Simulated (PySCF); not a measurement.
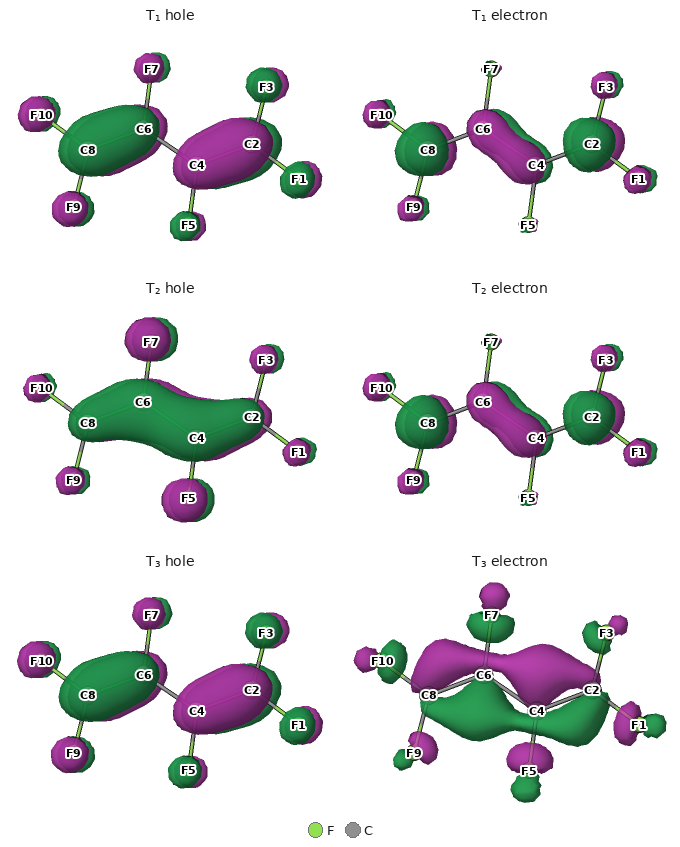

Figure. C$_{4}$F$_{6}$, SMILES `FC(F)=C(F)C(F)=C(F)F`. Leading natural transition orbitals (TDA triplet states).

Computed with PySCF, PBE0/def2-SVP, geometry: GFN2-xTB. No frequency check shows the geometry to be a minimum. Without diffuse functions Rydberg states are missing, so the states' numbers hold for this basis only.

Question: Describe these excited states.

Answer: By state:
- T₁: 3.18 eV (390 nm), spin-forbidden from the singlet ground state, π → π*; the leading pair carries 97 %; hole on C2 and C8 (20 % each), C4 and C6 (16 % each) and F1, F3, F9 and F10 (5 % each), electron on C2 and C8 (24 % each), C4 and C6 (14 % each) and F1, F3, F9 and F10 (5 % each); their centroids lie 0.0 Å apart.
- T₂: 5.16 eV (240 nm), spin-forbidden from the singlet ground state, π → π*; the leading pair carries 72 %; hole on C4 and C6 (22 % each), C2 and C8 (13 % each) and F5 and F7 (8 % each), electron on C2 and C8 (22 % each) and C4 and C6 (17 % each) (shares are of the whole state, not of the leading pair alone); their centroids lie 0.0 Å apart.
- T₃: 5.34 eV (232 nm), spin-forbidden from the singlet ground state, π → σ*; the leading pair carries 98 %; hole on C2 and C8 (20 % each), C4 and C6 (15 % each) and F1, F3, F9 and F10 (5 % each), electron on C4 and C6 (19 % each), C2 and C8 (12 % each) and F5 and F7 (11 % each); their centroids lie 0.0 Å apart.

Cost of the run: 4.6 min on 1 thread of Intel(R) Xeon(R) Platinum 8259CL CPU @ 2.50GHz (Skylake/Cascade Lake), on a shared host, peak memory 0.77 GiB.
